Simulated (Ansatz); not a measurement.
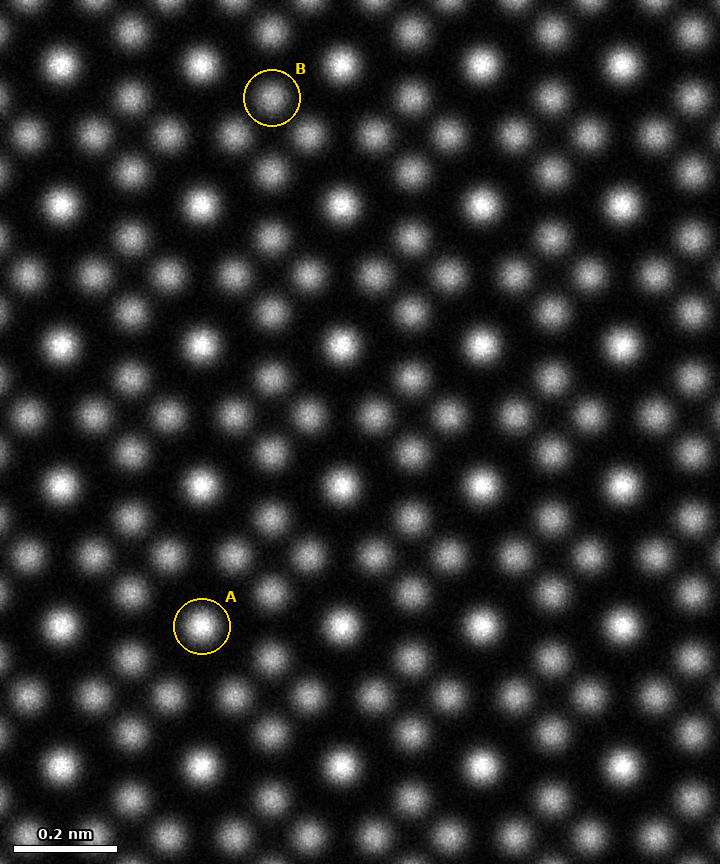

HAADF-like image of BC2 (I4/mcm, No. 140) along [001]. Simulated incoherent Z contrast: every atom adds Z^1.6 spread by a probe of 0.50 Å full width; channelling and multiple scattering are left out. The probe carries 25 % of its weight in a tail 2.5 times as wide. Shot noise was added. Model: the end point of a relaxation with DFT PBE, scalar-relativistic, plane waves, PAW (Ansatz 0.2.0); the starting structure was generated, so it need not be a known form of this composition.

```
B C
1.0
     3.85832    0.00000    0.00000
     0.00000    3.85832    0.00000
     0.00000    0.00000    4.97099
B C
4 8
Direct
  0.00000 0.00000 0.25000
  0.00000 0.00000 0.75000
  0.50000 0.50000 0.75000
  0.50000 0.50000 0.25000
  0.13316 0.63316 0.00000
  0.36684 0.13316 0.00000
  0.36684 0.86684 0.50000
  0.13316 0.36684 0.50000
  0.63316 0.13316 0.50000
  0.86684 0.63316 0.50000
  0.86684 0.36684 0.00000
  0.63316 0.86684 0.00000
```

> Name the elements in each circled column.

B (2 B per 4.97 Å along the beam; the brightest kind). B: C (1 C per 4.97 Å along the beam; about 65 % of the brightest peak). Brightness is counted from the darkest point of the image.
